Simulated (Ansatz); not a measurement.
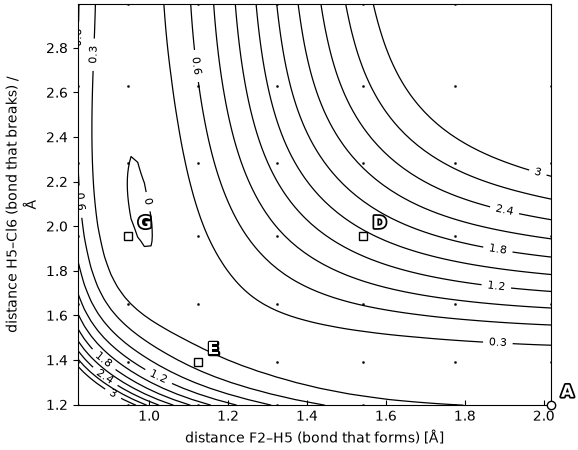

The reacting system CH₄AlClF₂. 
- First axis: distance F2–H5 (bond that forms). Second axis: distance H5–Cl6 (bond that breaks).
- Relaxed at each point: all other coordinates.
- The grid has 7 × 7 points.
- Points are written as (first, second).
- Energies: eV, counted from the lowest grid point.
- The reference is spin-restricted, so regions where a bond is pulled apart into radicals lie too high.
- Level of theory: RKS B3LYP-D4/def2-SVP (Ansatz).

In the figure: contour lines labelled in eV (none above 3), dots at the grid points, lettered points. Between grid points the surface is interpolated.

Q: Rank the lettered points by energy, lowest first.

A: G (0.029 eV), A (0.25 eV), E (0.48 eV), D (1.43 eV).
